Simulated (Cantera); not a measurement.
Input: 1 mol SiCl4, 0.015 mol Cl2, 180 mol H2, equilibrated at 1 atm.

Equilibrium computed with Cantera from the NASA thermochemical tables; the gas is ideal and each condensed phase is pure. Candidate condensed phases: Si; 19 gas species. The tables' values for SiCl3 are old estimates; treat these amounts as uncertain. The numbers say what is thermodynamically allowed, not how fast it happens.

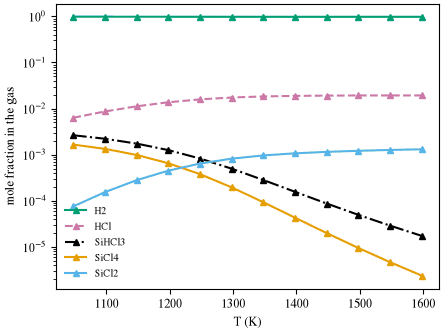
*Equilibrium gas composition (values under 1e-9 drawn at 1e-9)*

Question: Read off the mole fractions at 1598 K.

Answer: H2 about 0.98, HCl about 0.019, SiCl2 about 0.0013, SiHCl3 about 1.7e-5, SiCl4 about 2.4e-6.
